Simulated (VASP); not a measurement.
## Fermi-Dirac smearing in TiSi2

How do entropy and free energy of the electrons in TiSi2 grow with the Fermi-Dirac width, and how far does the Sommerfeld expansion hold?

Method: PBEsol; plane waves and PAW (Ti_sv, Si), in the first sound run; inputs show where later runs differ, in VASP 6.6.1.

The database entry behind the starting cell is an old determination (1939), so it need not match the best structure at ambient conditions.

## (1) The structure

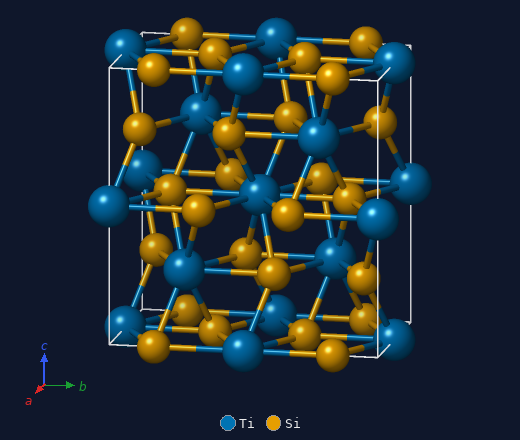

Start, viewed slightly off an axis; titanium blue, silicon orange. This picture shows the conventional cell, with its axes. Some periodic images of atoms are drawn too.

As a file:

```cif
data_structure
_symmetry_space_group_name_H-M 'P 1'
_symmetry_Int_Tables_number 1
_cell_length_a 5.9261
_cell_length_b 4.8842
_cell_length_c 4.7595
_cell_angle_alpha 75.818
_cell_angle_beta 53.042
_cell_angle_gamma 51.140
_cell_volume 83.76
loop_
_atom_site_label
_atom_site_type_symbol
_atom_site_fract_x
_atom_site_fract_y
_atom_site_fract_z
_atom_site_occupancy
Ti1 Ti 0.75000 0.75000 0.75000 1
Ti2 Ti 0.50000 0.50000 0.50000 1
Si3 Si 0.08300 0.41700 0.08300 1
Si4 Si 0.41700 0.08300 0.41700 1
Si5 Si 0.16700 0.83300 0.16700 1
Si6 Si 0.83300 0.16700 0.83300 1
```

## (2) Relax the crystal, PBEsol

The cell is relaxed and then held.

This step took 2 runs in a row; the last is shown.

Level: PBEsol; plane waves and PAW (Ti_sv, Si).

Input file INCAR:

```
SYSTEM = TiSi2
PREC = Accurate
ENCUT = 450
EDIFF = 1E-07
NELM = 120
ISMEAR = 1
SIGMA = 0.15
LREAL = .FALSE.
ALGO = Normal
GGA = PS
NBANDS = 26
LASPH = .TRUE.
LORBIT = 11
LWAVE = .FALSE.
LCHARG = .FALSE.
KPAR = 8
IBRION = 2
NSW = 40
ISIF = 3
EDIFFG = -0.005
POTIM = 0.4
```

Input file POSCAR:

```
TiSi2
1.0
    0.0000000000      4.0874885174      4.2515454887
    2.3799965568      0.0000000000      4.2515454887
    2.3799965568      4.0874885174      0.0000000000
Ti Si
2 4
Direct
    0.7500000000      0.7500000000      0.7500000000
    0.5000000000      0.5000000000      0.5000000000
    0.0862594001      0.4137405999      0.0862594001
    0.4137405999      0.0862594001      0.4137405999
    0.1637405999      0.8362594001      0.1637405999
    0.8362594001      0.1637405999      0.8362594001
```

Input file KPOINTS:

```
Automatic mesh
0
Gamma
12 12 12
0 0 0
```

PAW data sets: Ti_sv and Si (PBE family, release 64).

Launch:

```console
$ mpirun -np 8 vasp_std
```

Log:

```text
[banner, memory and clock lines left out]
running    8 mpi-ranks, on    1 nodes
[...]
|                                                                             |
|           W    W    AA    RRRRR   N    N  II  N    N   GGGG   !!!           |
|           W    W   A  A   R    R  NN   N  II  NN   N  G    G  !!!           |
|           W    W  A    A  R    R  N N  N  II  N N  N  G       !!!           |
|           W WW W  AAAAAA  RRRRR   N  N N  II  N  N N  G  GGG   !            |
|           WW  WW  A    A  R   R   N   NN  II  N   NN  G    G                |
|           W    W  A    A  R    R  N    N  II  N    N   GGGG   !!!           |
|                                                                             |
|     For optimal performance we recommend to set                             |
|       NCORE = 2 up to number-of-cores-per-socket                            |
|     NCORE specifies how many cores store one orbital (NPAR=cpu/NCORE).      |
|     This setting can greatly improve the performance of VASP for DFT.       |
[...]
|     You enforced a specific xc type in the INCAR file but a different       |
|     [... a line on the potential file left out ...]
|     I HOPE YOU KNOW WHAT YOU ARE DOING!                                     |
|                                                                             |

 LDA part: xc-table for (Slater+PW92), standard interpolation
 POSCAR, INCAR and KPOINTS ok, starting setup
[...]
entering main loop
       N       E                     dE             d eps       ncg     rms          rms(c)
DAV:   1     0.361949296296E+03    0.36195E+03   -0.17724E+04 14560   0.148E+03
DAV:   2    -0.929154213835E+00   -0.36288E+03   -0.35666E+03 14592   0.439E+02
DAV:   3    -0.441890945492E+02   -0.43260E+02   -0.42476E+02 25810   0.126E+02
DAV:   4    -0.471933362134E+02   -0.30042E+01   -0.29939E+01 19936   0.309E+01
[...]
DAV:  14    -0.436786823311E+02    0.73167E-06   -0.34427E-06 19326   0.155E-02    0.316E-03
DAV:  15    -0.436786822376E+02    0.93582E-07   -0.13504E-06 21142   0.849E-03    0.120E-03
DAV:  16    -0.436786822798E+02   -0.42205E-07   -0.72605E-08 11334   0.233E-03
   1 F= -.43678682E+02 E0= -.43678434E+02  d E =-.436787E+02
[...]
reached required accuracy - stopping structural energy minimisation
```

Run time: 2.5 min. Hardware: 8 MPI ranks of Intel Xeon Platinum 8488C (Sapphire Rapids), shared host; peak memory 4.2 GiB; 19 min of CPU time.

The logs omit lines about the potential files and the build; timing stands in the text.

Parts of OUTCAR (step 2):

```text
  Total        0.0217556      0.0169834      0.0209499      0.0000000      0.0000000      0.0000000
  in kB        0.4213781      0.3289462      0.4057723      0.0000000      0.0000000      0.0000000
  external PRESSURE =       0.3853655 kB  Pullay stress =       0.0000000 kB

 POSITION                                       TOTAL-FORCE (eV/Angst)
 -----------------------------------------------------------------------------------
      3.56999      6.13123      6.37732        -0.000000      0.000000     -0.000000
      2.38000      4.08749      4.25155         0.000000      0.000000      0.000000
      1.19000      0.70517      2.12577        -0.000000     -0.000963      0.000000
      1.19000      3.38232      2.12577        -0.000000      0.000963      0.000000
      2.38000      1.33858      4.25155         0.000000      0.000963     -0.000000
      2.38000      6.83640      4.25155         0.000000     -0.000963     -0.000000
 -----------------------------------------------------------------------------------
    total drift:                               -0.000000     -0.000000      0.000000

  FREE ENERGIE OF THE ION-ELECTRON SYSTEM (eV)
  ---------------------------------------------------
  free  energy   TOTEN  =       -43.6786822798 eV

  energy  without entropy=      -43.6779379064  energy(sigma->0) =      -43.67843416

 reached required accuracy - stopping structural energy minimisation

[... 3 further parts left out ...]
[key lines of the parts left out:]
E-fermi :  10.2689
```

Numbers from this step:

```
energy(sigma→0) of the program : -43.6784 eV
stress, compression positive   : xx, yy, zz 0.04, 0.03, 0.04 GPa
volume                         : 82.720 Å³
ionic steps                    : 1
```

## (3) Tetrahedra, PBEsol

Tetrahedra give the density of states at the Fermi level without smearing.

Level: PBEsol; plane waves and PAW (Ti_sv, Si).

Input file INCAR:

```
SYSTEM = TiSi2
PREC = Accurate
ENCUT = 450
EDIFF = 1E-08
NELM = 100
ISMEAR = -5
SIGMA = 0.15
LREAL = .FALSE.
ALGO = Normal
GGA = PS
NBANDS = 68
LASPH = .TRUE.
LORBIT = 11
LWAVE = .FALSE.
LCHARG = .FALSE.
KPAR = 2
ISIF = 2
NEDOS = 3001
```

POSCAR is that of step 2.

Input file KPOINTS:

```
Automatic mesh
0
Gamma
16 16 16
0 0 0
```

Launch:

```console
$ mpirun -np 2 vasp_std
```

Log:

```text
[banner, memory and clock lines left out]
running    2 mpi-ranks, on    1 nodes
[...]
[... a notice as in an earlier step ...]

 LDA part: xc-table for (Slater+PW92), standard interpolation
 POSCAR, INCAR and KPOINTS ok, starting setup
[...]
entering main loop
       N       E                     dE             d eps       ncg     rms          rms(c)
DAV:   1     0.350158244219E+03    0.35016E+03   -0.12987E+04 84584   0.567E+02
DAV:   2    -0.475248695107E+01   -0.35491E+03   -0.32894E+03 85208   0.190E+02
DAV:   3    -0.446461192841E+02   -0.39894E+02   -0.38173E+02107136   0.611E+01
DAV:   4    -0.472752670777E+02   -0.26291E+01   -0.25740E+01114900   0.136E+01
[...]
DAV:  17    -0.436779362288E+02   -0.18624E-07   -0.15059E-09 53920   0.142E-04    0.886E-05
DAV:  18    -0.436779362151E+02    0.13726E-07   -0.40750E-10 49608   0.123E-04    0.473E-05
DAV:  19    -0.436779362225E+02   -0.74424E-08   -0.60011E-11 49488   0.427E-05
   1 F= -.43677936E+02 E0= -.43677936E+02  d E =0.000000E+00
|                                                                             |
|           W    W    AA    RRRRR   N    N  II  N    N   GGGG   !!!           |
|           W    W   A  A   R    R  NN   N  II  NN   N  G    G  !!!           |
|           W    W  A    A  R    R  N N  N  II  N N  N  G       !!!           |
|           W WW W  AAAAAA  RRRRR   N  N N  II  N  N N  G  GGG   !            |
|           WW  WW  A    A  R   R   N   NN  II  N   NN  G    G                |
|           W    W  A    A  R    R  N    N  II  N    N   GGGG   !!!           |
|                                                                             |
|     Tetrahedron method does not include variations of the Fermi             |
|     occupations, so forces and stress will be inaccurate. We suggest        |
|     using a different smearing scheme ISMEAR = 1 or 2 for metals in         |
|     relaxations.                                                            |
|                                                                             |
```

Wall time 43 min (2 MPI ranks); peak memory 3.3 GiB; 86 min of CPU time.

From OUTCAR (step 3):

```text
  Total        0.0339697      0.0551838     -0.0350523      0.0000000      0.0000000      0.0000000
  in kB        0.6579496      1.0688395     -0.6789183      0.0000000      0.0000000      0.0000000
  external PRESSURE =       0.3492903 kB  Pullay stress =       0.0000000 kB

 POSITION                                       TOTAL-FORCE (eV/Angst)
 -----------------------------------------------------------------------------------
      3.56999      6.13123      6.37732         0.000000      0.000000      0.000000
      2.38000      4.08749      4.25155        -0.000000     -0.000000     -0.000000
      1.19000      0.70517      2.12577         0.000000     -0.004906      0.000000
      1.19000      3.38232      2.12577         0.000000      0.004906      0.000000
      2.38000      1.33858      4.25155        -0.000000      0.004906     -0.000000
      2.38000      6.83640      4.25155        -0.000000     -0.004906     -0.000000
 -----------------------------------------------------------------------------------
    total drift:                               -0.000000     -0.000000      0.000000

  FREE ENERGIE OF THE ION-ELECTRON SYSTEM (eV)
  ---------------------------------------------------
  free  energy   TOTEN  =       -43.6779362225 eV

  energy  without entropy=      -43.6779362225  energy(sigma->0) =      -43.67793622

[... 1 part as in an earlier step ...]

[... 2 further parts left out ...]
[key lines of the parts left out:]
E-fermi :  10.2585
```

This run gave:

- energy(sigma→0) of the program: -43.6779 eV

The run ends at a pressure of 0.03 GPa, with forces up to 0.0049 eV/Å.

## (4) Electron temperature, PBEsol

One member in full: SIGMA = 0.15 eV.

Level: PBEsol; plane waves and PAW (Ti_sv, Si).

INCAR: that of step 3 with these lines changed.

```diff
@@ -5,3 +5,3 @@
 NELM = 100
-ISMEAR = -5
+ISMEAR = -1
 SIGMA = 0.15
@@ -17,2 +17 @@
 ISIF = 2
-NEDOS = 3001
```

POSCAR is that of step 3.

KPOINTS is that of step 3.

Launch:

```console
$ mpirun -np 2 vasp_std
```

Log:

```text
[... set-up lines as in an earlier step ...]
 entering main loop
       N       E                     dE             d eps       ncg     rms          rms(c)
DAV:   1     0.350087121799E+03    0.35009E+03   -0.12987E+04 84584   0.567E+02
DAV:   2    -0.481801068503E+01   -0.35491E+03   -0.32886E+03 85208   0.190E+02
DAV:   3    -0.447111967964E+02   -0.39893E+02   -0.38165E+02107136   0.611E+01
DAV:   4    -0.473403008005E+02   -0.26291E+01   -0.25740E+01114900   0.136E+01
[...]
DAV:  16    -0.437580490675E+02   -0.97406E-07   -0.41129E-08 99788   0.915E-04    0.176E-04
DAV:  17    -0.437580490888E+02   -0.21335E-07   -0.16061E-09 53388   0.155E-04    0.952E-05
DAV:  18    -0.437580490834E+02    0.54270E-08   -0.45639E-10 49612   0.135E-04
   1 F= -.43758049E+02 E0= -.43678257E+02  d E =-.159584E+00
```

Wall time 39 min (2 MPI ranks); peak memory 3.3 GiB.

From OUTCAR (step 4):

```text
  LATTYP: Found a face centered orthorhombic cell.
 ALAT       =     4.7599931136
 B/A-ratio  =     1.7174346348
 C/A-ratio  =     1.7863662351

 Subroutine GETGRP returns: Found  8 space group operations
 (whereof  4 operations were pure point group operations)

The static configuration has the point symmetry D_2 .
 The point group associated with its full space group is D_2h.

 Found    621 irreducible k-points:

   dimension x,y,z NGX =    42 NGY =   36 NGZ =   36
   dimension x,y,z NGXF=    84 NGYF=   72 NGZF=   72

   ENCUT  =  450.0 eV  33.07 Ry    5.75 a.u.  10.20  8.43  8.18*2*pi/ulx,y,z

   NELECT =      40.0000    total number of electrons

 E-fermi :  10.3055

 k-point     1 :       0.0000    0.0000    0.0000
  band No.  band energies     occupation
    ...
     17       7.9708      2.00000
     18       8.2605      2.00000
     19       8.5151      1.99999
     20       8.8969      1.99983
     21       9.3343      1.99692
     22      12.3647      0.00000
     23      13.4668      0.00000
     24      13.7099      0.00000
     25      13.7312      0.00000
     26      13.8187      0.00000
    ...

 k-point     2 :       0.0625    0.0000    0.0000
  band No.  band energies     occupation
    ...
     17       7.8367      2.00000
     18       8.2300      2.00000
     19       8.7009      1.99995
     20       8.9041      1.99982
     21       9.3249      1.99711
     22      12.3234      0.00000
     23      13.4676      0.00000
     24      13.6168      0.00000
     25      13.7905      0.00000
     26      13.8222      0.00000
    ...

  Total        0.0181018      0.1180128      0.1647044      0.0000000      0.0000000      0.0000000
  in kB        0.3506090      2.2857563      3.1901124      0.0000000      0.0000000      0.0000000
  external PRESSURE =       1.9421592 kB  Pullay stress =       0.0000000 kB

 POSITION                                       TOTAL-FORCE (eV/Angst)
 -----------------------------------------------------------------------------------
      3.56999      6.13123      6.37732         0.000000     -0.000000      0.000000
      2.38000      4.08749      4.25155        -0.000000     -0.000000     -0.000000
      1.19000      0.70517      2.12577         0.000000      0.013236      0.000000
      1.19000      3.38232      2.12577         0.000000     -0.013236      0.000000
      2.38000      1.33858      4.25155        -0.000000     -0.013236      0.000000
      2.38000      6.83640      4.25155        -0.000000      0.013236      0.000000
 -----------------------------------------------------------------------------------
    total drift:                               -0.000000     -0.000000      0.000000

  FREE ENERGIE OF THE ION-ELECTRON SYSTEM (eV)
  ---------------------------------------------------
  free  energy   TOTEN  =       -43.7580490834 eV

  energy  without entropy=      -43.5984653486  energy(sigma->0) =      -43.67825722

 total charge
# of ion       s       p       d       tot
------------------------------------------
    1        2.178   6.174   2.089  10.441
    2        2.178   6.174   2.089  10.441
    3        0.770   0.868   0.000   1.638
    4        0.770   0.868   0.000   1.638
    5        0.770   0.868   0.000   1.638
    6        0.770   0.868   0.000   1.638
--------------------------------------------------
tot          7.436  15.819   4.177  27.432

[... 2 parts as in an earlier step ...]

[... 7 further parts left out ...]
```

Read from the output:

* energy(sigma→0) of the program: -43.6783 eV
* stress, compression positive: xx, yy, zz 0.04, 0.23, 0.32 GPa

The run ends at a pressure of 0.19 GPa, with forces up to 0.013 eV/Å.

## (5) The table

Notes on database entries: that of Fddd TiSi2 is an old determination (1939).

The other members went through these steps as far as the tables show, on the same mesh; 7 runs are not shown. The session took 13 core hours (wall time by ranks) on a shared machine.

| width kT (eV) | temperature (K) | free energy less that of the narrowest width (meV/atom) | TS (meV/atom) | pressure (GPa) | shift of the Fermi level (eV) |
| --- | --- | --- | --- | --- | --- |
| 0.025 | 290 | 0.000 | 0.751 | 0.040 | 0.000 |
| 0.050 | 580 | ? | ? | 0.056 | 0.003 |
| 0.075 | 870 | -2.947 | 6.612 | 0.079 | 0.009 |
| 0.100 | 1160 | -5.513 | 11.713 | 0.108 | 0.016 |
| 0.150 | 1741 | -12.851 | 26.597 | 0.194 | 0.035 |
| 0.200 | 2321 | -23.379 | 49.073 | 0.331 | 0.057 |
| 0.300 | 3481 | -55.706 | 121.696 | 0.801 | 0.102 |

## (6) The Sommerfeld expansion

At low temperature TS = (π²/3) g (kT)², so TS, twice the difference of energy(sigma→0) and the free energy, over (π²/3)(kT)² is an effective density of states: 0.365, 0.357, 0.356, 0.359, 0.373, 0.411 states/eV/atom in the rows shown.

A least-squares parabola through the 6 rows shown, with σ the width in eV: g = 1.359 σ² − 0.2701 σ + 0.3704 (states/eV/atom), r.m.s. residual 0.0012 states/eV/atom.

For the withheld row, σ = 0.05, the fit gives 0.360 states/eV/atom.

## (7) The withheld row

The calculation gives 0.358 states/eV/atom, so the prediction is 0.002 states/eV/atom too high.

The parabola in σ is an empirical guide, not the expansion itself. Tetrahedra give g = 0.379 states/eV/atom at the Fermi level, the limit that the series should reach at zero width.

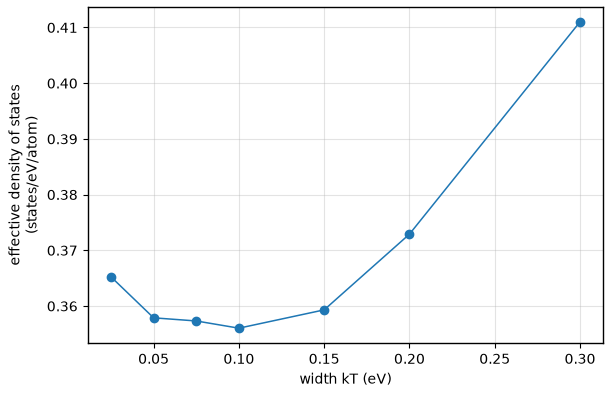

TS over (π²/3)(kT)² against the width.

## (8) What came out

```yaml
density_of_states_at_the_fermi_level_tetrahedra: 0.38 states/eV/atom
sommerfeld_coefficient_from_it: 0.89 mJ per mole of atoms and K²
pressure_at_the_widest_setting: 0.80 GPa
error_of_the_predicted_g: 0.002 states/eV/atom
```

What this shows: Against the tetrahedron value, the effective density of states stands at -4 % at 0.025 eV, -6 % at 0.05 eV, -6 % at 0.1 eV, +8 % at 0.3 eV. The leading term holds within a tenth at the widest setting. The bare coefficient lacks the electron-phonon enhancement of measured heat capacities.

[Lines on the potential files, build, host, timing and source positions are cut from VASP's logs without a mark.]

[Logs are printed without paths, hosts, clocks, repeated set-up lines and the standing remarks that a program may print on its own settings, such as how far it seeks lower states.]

[Hosts, paths, dates, database ids (printed as entryN), source tags and the programs' standing remarks are cut or masked in the printed files.]
